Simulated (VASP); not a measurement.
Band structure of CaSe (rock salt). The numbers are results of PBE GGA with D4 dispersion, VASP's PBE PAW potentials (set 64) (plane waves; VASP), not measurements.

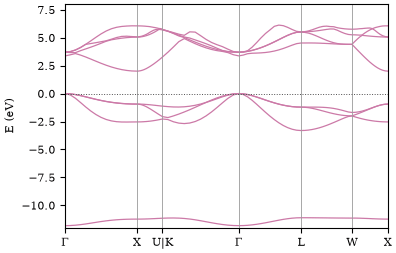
Figure: Bands along high-symmetry lines, zero at the valence-band maximum or, without a gap, the Fermi level

Q: Read the plot: is there a gap, and where are the band edges?

A: The gap is indirect, 2.01 eV, from the valence maximum at Γ to the conduction minimum at X. (Edges off the drawn lines would not show.)

Measured: gap 3.85 eV (computed value off by -1.84 eV), as given by Abedi et al., (2022), arXiv:2211.14644.

The compound is CaSe in the rock salt structure. It was relaxed first.
